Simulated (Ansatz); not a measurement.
**La2PbS4 (I-42d):H_S, thermodynamic levels from a 56-atom cell**

Wanted: the transition levels of a hydrogen on a lattice site in La2PbS4 (I-42d), from a cell of 56 host atoms with 1 S taken out and 1 H put in.

Main program and level: Ansatz 0.2.0; place-levels on PBEsol runs: charge-transition levels and formation energies with image-charge correction and potential alignment at the atomic sites.

### Step 1. Starting point

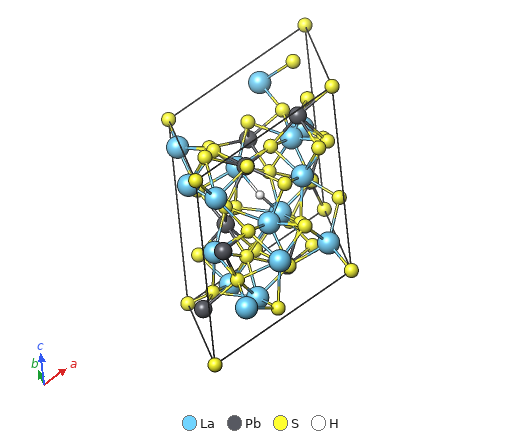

The cell as given, slightly off an axis (lanthanum blue, lead dark grey, sulfur yellow, hydrogen white). Bonds to atoms that aren't drawn are left out. Some periodic images of atoms are drawn too.

The cell holds 56 atoms: 16 La, 8 Pb, 31 S and 1 H. Its edges and angles: a = 12.256 Å, b = 12.256 Å, c = 12.285 Å, α = 59.9°, β = 59.9°, γ = 60.2°. It derives from La2PbS4 (space group I-42d). Nearest the centre at fractional (0.356, 0.450, 0.473): H42 at 0.00 Å, La7 at 2.89 Å, La9 at 2.92 Å, Pb17 at 2.97 Å, La2 at 3.03 Å, Pb22 at 3.10 Å, La15 at 3.11 Å, S39 at 3.24 Å.

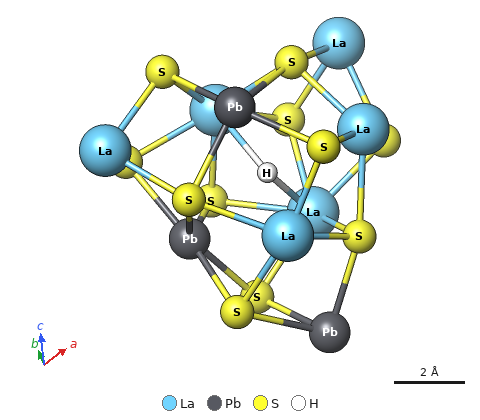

The atoms within 5 Å of the centre.

Screening for the image-charge correction: ε∞ = (9.97, 9.97, 9.65), ε0 = (38.65, 38.65, 35.03), from a response run on this crystal (DFPT, PBEsol) at that run's own cell.

The cell's shortest repeat is 12.3 Å.

### Step 2. What was run first

A transition level is the Fermi level at which two charge states cost the same, so each charge needs its own total energy, at its own relaxed structure.

Each atom starts 0.05 Å or so off its site in a random direction. Forces are taken at one point at (¼, ¼, ¼). The cell holds 1 electron more than the neutral one, with a uniform background that keeps it neutral on the whole.

The sampling was tested on the host first: at the k-points planned (1x1x1 shifted 0.25 0.25 0.25) its energy lies -0.003 eV an atom from the dense-mesh value, under the bound of 0.02 eV set for this test; that bounds the host's error, not the defect's.

One state's input; the others differ in charge, spin, start and seed, and in occupations where the table says so.

Contents of qm1.relax/input.yaml:

```yaml
crystal:
  lattice:
    - [0.0, 8.68700355, 8.64614056]
    - [8.68700355, 0.0, 8.64614056]
    - [8.68700355, 8.68700355, 0.0]
  atoms:
    - { symbol: La, position: [0.1200609, 0.0049391, 0.1299391] }
    - { symbol: La, position: [0.3700609, 0.2549391, 0.3799391] }
    - { symbol: La, position: [0.6200609, 0.5049391, 0.6299391] }
[... 3 atom lines left out ...]
    - { symbol: La, position: [0.5049391, 0.6200609, 0.2450609] }
[... 1 atom line left out ...]
    - { symbol: La, position: [0.2450609, 0.6299391, 0.6200609] }
[... 5 atom lines left out ...]
    - { symbol: La, position: [0.6299391, 0.2450609, 0.5049391] }
[... 1 atom line left out ...]
    - { symbol: Pb, position: [0.125, 0.625, 0.375] }
[... 4 atom lines left out ...]
    - { symbol: Pb, position: [0.25, 0.25, 0.75] }
    - { symbol: Pb, position: [0.5, 0.5, 0.0] }
[... 3 atom lines left out ...]
    - { symbol: S, position: [0.72082915, 0.47337449, 0.35559432] }
    - { symbol: S, position: [0.97082915, 0.72337449, 0.60559432] }
    - { symbol: S, position: [0.23059432, 0.82520204, 0.34582915] }
    - { symbol: S, position: [0.48059432, 0.07520204, 0.59582915] }
[... 2 atom lines left out ...]
    - { symbol: S, position: [0.07520204, 0.48059432, 0.84837449] }
    - { symbol: S, position: [0.32520204, 0.73059432, 0.09837449] }
[... 4 atom lines left out ...]
    - { symbol: S, position: [0.59837449, 0.34582915, 0.23059432] }
[... 2 atom lines left out ...]
    - { symbol: H, position: [0.35559432, 0.45020204, 0.47337449] }
[... 2 atom lines left out ...]
    - { symbol: S, position: [0.09582915, 0.34837449, 0.57520204] }
[... 4 atom lines left out ...]
    - { symbol: S, position: [0.45020204, 0.35559432, 0.72082915] }
[... 2 atom lines left out ...]
    - { symbol: S, position: [0.22337449, 0.47082915, 0.20020204] }
    - { symbol: S, position: [0.47337449, 0.72082915, 0.45020204] }
[... 1 atom line left out ...]
    - { symbol: S, position: [0.97337449, 0.22082915, 0.95020204] }
  host:
    repeats: [1, 1, 1]
    atoms:
      - { symbol: La, position: [0.1200609, 0.0049391, 0.1299391] }
      - { symbol: La, position: [0.3700609, 0.2549391, 0.3799391] }
      # ... 54 more atoms of the perfect host
total_charge: -1
basis:
  ecutwfc: 420
  xc_grid: 2
hamiltonian:
  xc: pbesol
kpoints:
  mp_grid: { grid: [1, 1, 1], shift: [0.25, 0.25, 0.25] }
scf:
  occupations: { method: fixed }
  max_iter: 100
output:
  forces: true
  charged_corrections:
    epsilon: [9.97, 9.97, 9.65]
    static_epsilon: [38.65, 38.65, 35.03]
    defect_position: [0.355594, 0.450202, 0.473374]
relax:
  f_tol: 0.02
  max_steps: 80
  random_displacement: { amplitude: 0.05, seed: 7664 }
checkpoint:
  write: "../qm1.relax.run"
  compress: false
  write_wavefunctions: true
  write_every: 100000
```

Launch:

```
$ ansatz run input.yaml --threads 4 --pin off --max-ram 14131MiB --backend cpu --events-out ev --progress --plain --runs-dir out
```

The relaxed structure is kept and the sampling changed to a 2×2×2 shifted mesh.

The run of this state that the levels use, under PBEsol:

Contents of qm1.point/input.yaml:

```yaml
crystal:
  checkpoint: "../qm1.relax.run"
  host: checkpoint
total_charge: -1
basis:
  ecutwfc: 420
  xc_grid: 2
hamiltonian:
  xc: pbesol
kpoints:
  mp_grid: { grid: [2, 2, 2], shift: [0.5, 0.5, 0.5] }
scf:
  occupations: { method: fermi_dirac, width: 0.01 }
  max_iter: 100
output:
  forces: true
  eigenvalues: true
  charged_corrections:
    epsilon: [9.97, 9.97, 9.65]
    static_epsilon: [38.65, 38.65, 35.03]
    defect_position: [0.355594, 0.450202, 0.473374]
  eigenstates: { localisation: true }
  populations: true
  band_densities: [{ bands: [v1, v1] }, { bands: [c1, c1] }]
  write_density: true
  write_potential: true
  volumetric_format: npy
checkpoint:
  read: "../qm1.relax.run"
  write: "../qm1.point.run"
  compress: false
  write_wavefunctions: false
  write_every: 100000
```

Relaxations under PBEsol at one point at (¼, ¼, ¼); times on 4 threads of Arm Neoverse V2, shared host:

```
charge  moment (μB)  occupations    outcome  steps  largest displacement against the far atoms (Å)     time
    −1            0        fixed  converged     12                                            1.24  3.2 min
     0            1        fixed  converged     14                                            0.98  7.5 min
    +1            0        fixed  converged     11                                            0.88  2.7 min
    +2            1        fixed  converged     11                                            0.88  6.5 min
    −1            2        fixed  converged     11                                            1.04  6.6 min
```

Single points under PBEsol at a 2×2×2 shifted mesh; times on 4 threads of Arm Neoverse V2, shared host:

```
charge  moment (μB)  occupations    outcome     time
    −1            0  fermi-dirac  converged  2.4 min
     0            1  fermi-dirac  converged  5.2 min
    +1            0  fermi-dirac  converged  2.3 min
    +2            1  fermi-dirac  converged  5.1 min
    −1            2  fermi-dirac  converged  5.5 min
```

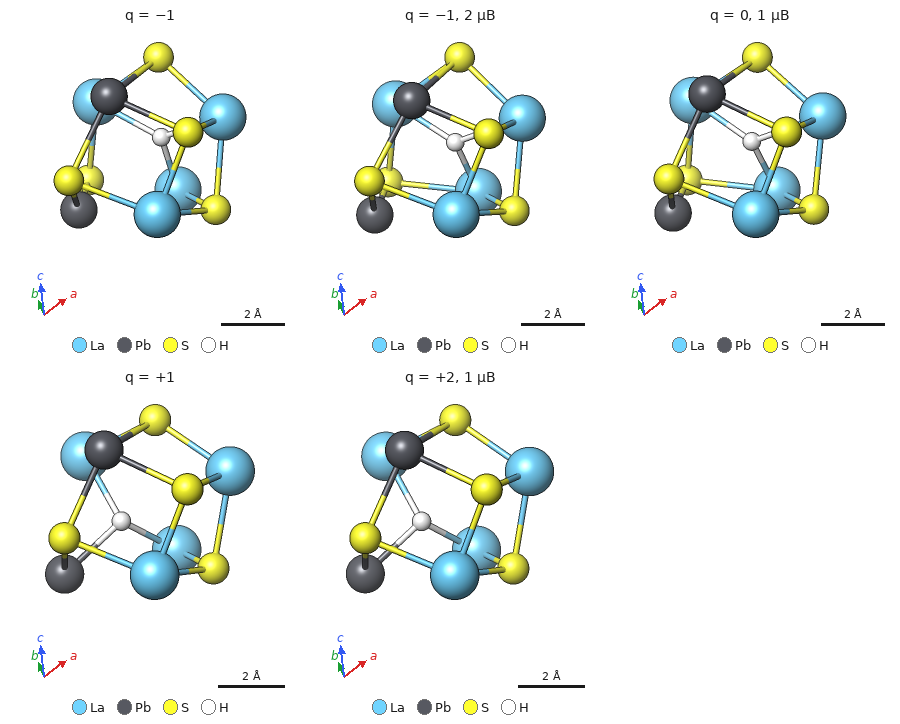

The structures near the centre after relaxation with PBEsol, by charge.

Distances (Å) from H42 to the nearest atoms after relaxation with PBEsol:

```
charge  moment (μB)       1.       2.       3.      4.      5.      6.
    −1            0  La 2.28  La 2.52  La 2.52  S 2.69  S 3.02  S 3.10
    −1            2  La 2.33  La 2.44  La 2.68  S 2.83  S 3.11  S 3.17
     0            1  La 2.33  La 2.47  La 2.78  S 2.79  S 3.14  S 3.20
    +1            0  Pb 2.38  La 2.47  La 2.49  S 2.95  S 3.33  S 3.34
    +2            1  Pb 2.37  La 2.47  La 2.50  S 2.94  S 3.35  S 3.35
```

### Step 3. place-levels, PBEsol

A charged cell interacts with its images and the background, and its potential has another zero than the host's. place-levels removes the first by a point-charge model, screened by the static dielectric constant since the ions have relaxed around the charge, and the second by comparing potentials at atoms far from the defect.

The host is a run of the defect-free crystal in the same cutoffs, grids and k-points, so that basis and sampling errors cancel in part in the differences. Its band edges come from a run of the primitive cell that searches the zone for them. Chemical potentials are energies per atom of S (S12 rings, Pnnm, not the stable S8 form) and H (H2 molecule), run with the same functional and cutoff.

Contents of levels.point.yaml:

```yaml
host:
  run: host.point.run
  levels_from: { run: edges.point.run }
states: [qm1.point.run, q0_M1.point.run, qp1.point.run, qp2_M1.point.run, qm1_M2.point.run]
geometry_from:
  qm1.point.run: qm1.relax.run
  q0_M1.point.run: q0_M1.relax.run
  qp1.point.run: qp1.relax.run
  qp2_M1.point.run: qp2_M1.relax.run
  qm1_M2.point.run: qm1_M2.relax.run
  host.point.run: host.relax.run
chemical_potentials:
  S:
    energy: -884.879081
    dataset: "<sha256 of the dataset>"
  H:
    energy: -15.609288
    dataset: "<sha256 of the dataset>"
epsilon: [9.97, 9.97, 9.65]
static_epsilon: [38.65, 38.65, 35.03]
vertical:
  - { from: qm1.point.run, to: qm1.point_neutral.run }
  - { from: qp1.point.run, to: qp1.point_neutral.run }
  - { from: qp2_M1.point.run, to: qp2_M1.point_neutral.run }
  - { from: qm1_M2.point.run, to: qm1_M2.point_neutral.run }
```

Launch:

```
$ ansatz place-levels levels.point.yaml -- --threads 4 --pin off --max-ram 14131MiB
```

Numbers of over 12 decimals in the logs are rounded to 6 here.

The program printed:

```text
[... repeated set-up lines and file paths are left out, and long positions are rounded to six places ...]
(+2/+1) 0.038 eV beneath the valence edge (-0.143 eV without the band-filling correction), in the valence band
(+1/0) 1.969 eV above the valence edge, 0.127 eV under the conduction edge; not on the lower envelope
(0/-1) 1.786 eV above the valence edge, 0.309 eV under the conduction edge; not on the lower envelope
(+1/-1) 1.878 eV above the valence edge, 0.218 eV under the conduction edge: charges between them are lowest nowhere
formation energy of charge +2: +1.156 eV with the Fermi level at the valence edge
formation energy of charge +1: +1.118 eV with the Fermi level at the valence edge
formation energy of charge 0: +3.087 eV with the Fermi level at the valence edge
formation energy of charge -1: +4.873 eV with the Fermi level at the valence edge
vertical -1 to 0: no energy, since no alignment is typed
  the change from vertical[0].from (qm1.point.run) to vertical[0].to (qm1.point_neutral.run): by its potential at epsilon [9.97, 9.97, 9.65] it stands at 0.243 0.532 0.408, with an rms radius of about 3.1 Å (1.9 1.8 1.6 Å across the planes of the cell's [...]
vertical +1 to 0: no energy, since no alignment is typed
  the change from vertical[1].from (qp1.point.run) to vertical[1].to (qp1.point_neutral.run): by its potential at epsilon [9.97, 9.97, 9.65] it stands at 0.371 0.486 0.410, with an rms radius of about 5.3 Å (3.0 3.2 3.0 Å across the planes of the cell's [...]
vertical +2 to 0: no energy, since no alignment is typed
  the change from vertical[2].from (qp2_M1.point.run) to vertical[2].to (qp2_M1.point_neutral.run): by its potential at epsilon [9.97, 9.97, 9.65] it stands at 0.362 0.502 0.403, with an rms radius of about 6.1 Å (3.6 3.5 3.5 Å across the planes of the cell's [...]
vertical -1 to 0: no energy, since no alignment is typed
  the change from vertical[3].from (qm1_M2.point.run) to vertical[3].to (qm1_M2.point_neutral.run): by its potential at epsilon [9.97, 9.97, 9.65] it stands at 0.303 0.357 0.589, with an rms radius of about 4.1 Å (1.9 2.6 2.6 Å across the planes of the cell's [...]
  edges by pbesol of host.levels_from (edges.point.run), its mesh sampled to repeats of 37.56 Å (the valence edge +0.047 eV and the conduction edge -0.079 eV from those of the host's own run), gap 2.096 eV; the host is sampled to repeats of 24.51 Å
  the defect's cells are sampled to repeats of 24.51 Å, like sampling
  charge +2: -220182.6973 eV with its correction of -0.179 eV, at epsilon [38.65, 38.65, 35.03], aligned at sites: -0.1913 eV, mean over 11 atomic sites at or beyond 6.13 Å from the host's site at [0.3555, 0.4503, 0.4734] by the defect at [0.3556, 0.4502, [...]
  states[3] (qp2_M1.point.run): levels filled in part (TS 0.006 eV): its energy is of no whole electron's
  charge +1: -220173.5958 eV with its correction of -0.113 eV, at epsilon [38.65, 38.65, 35.03], aligned at sites: -0.1635 eV, mean over 11 atomic sites at or beyond 6.13 Å from the host's site at [0.3555, 0.4503, 0.4734] by the defect at [0.3556, 0.4502, [...]
  charge 0: +0.000 eV for its dipole among its images, +0.000 omitted
  charge -1: -220151.3516 eV with its correction of +0.193 eV, at epsilon [38.65, 38.65, 35.03], aligned at sites: -0.1419 eV, mean over 11 atomic sites at or beyond 6.13 Å from the host's site at [0.3555, 0.4503, 0.4734] by the defect at [0.3556, 0.4502, [...]
  charge -1: states[4] (qm1_M2.point.run) stands 0.325 eV higher, with a moment of 2.00 μB against 0.00
  of states[3] (qp2_M1.point.run): it parts from the run at its places by a charge that spreads by about 3.6 Å along one vector (1.7 Å or more is wide), by its potential at epsilon [9.97, 9.97, 9.65], taken for that of held ions (one typed too small widens [...]
  of states[2] (qp1.point.run): it parts from the run at its places by a charge that spreads by about 3.2 Å along one vector (1.7 Å or more is wide), by its potential at epsilon [9.97, 9.97, 9.65], taken for that of held ions (one typed too small widens it), [...]
  of states[1] (q0_M1.point.run): its displacements don't fall off away from the defect: farther atoms stand 0.036 Å off the host's places. [...]
  of states[0] (qm1.point.run): it parts from the run at its places by a charge that spreads by about 1.9 Å along one vector (1.7 Å or more is wide), by its potential at epsilon [9.97, 9.97, 9.65], taken for that of held ions (one typed too small widens it), [...]
  of states[4] (qm1_M2.point.run): it parts from the run at its places by a charge that spreads by about 2.6 Å along one vector (1.7 Å or more is wide), by its potential at epsilon [9.97, 9.97, 9.65], taken for that of held ions (one typed too small widens [...]
  of vertical[0].from (qm1.point.run): its displacements don't fall off away from the defect: farther atoms stand 0.057 Å off the host's places. [...]
  of vertical[0].to (qm1.point_neutral.run): its displacements don't fall off away from the defect: farther atoms stand 0.057 Å off the host's places. [...]
  of vertical[1].from (qp1.point.run): its displacements don't fall off away from the defect: farther atoms stand 0.038 Å off the host's places. [...]
  vertical[1].to (qp1.point_neutral.run): levels filled in part (TS 0.006 eV): its energy is of no whole electron's
  of vertical[1].to (qp1.point_neutral.run): its displacements don't fall off away from the defect: farther atoms stand 0.038 Å off the host's places. [...]
  vertical[2].from (qp2_M1.point.run): levels filled in part (TS 0.006 eV): its energy is of no whole electron's
  of vertical[2].from (qp2_M1.point.run): its displacements don't fall off away from the defect: farther atoms stand 0.049 Å off the host's places. [...]
  vertical[2].to (qp2_M1.point_neutral.run): levels filled in part (TS 0.006 eV): its energy is of no whole electron's
  of vertical[2].to (qp2_M1.point_neutral.run): its displacements don't fall off away from the defect: farther atoms stand 0.049 Å off the host's places. [...]
  of vertical[3].from (qm1_M2.point.run): its displacements don't fall off away from the defect: farther atoms stand 0.04 Å off the host's places. [...]
  of vertical[3].to (qm1_M2.point_neutral.run): its displacements don't fall off away from the defect: farther atoms stand 0.04 Å off the host's places. [...]
```

Elapsed: 0.5 s, on 4 threads of Arm Neoverse V2, shared host.

(Continued in part 2 of 2.)

[Logs are printed without paths, hosts, clocks, repeated set-up lines and the standing remarks that a program may print on its own settings, such as how far it seeks lower states.]

[Hosts, paths, dates, database ids (printed as entryN), source tags and the programs' standing remarks are cut or masked in the printed files.]

[Where a table of states has a column of steps, it counts the stored structures, which are thinned; the runs took as many ionic steps or more.]

[A defect's name tells the site on which it was built; relaxed atoms can leave that site.]

[For some hosts the program warned that the k-mesh of the response run may be too coarse for force constants and the static dielectric constant; such warnings are not shown here.]
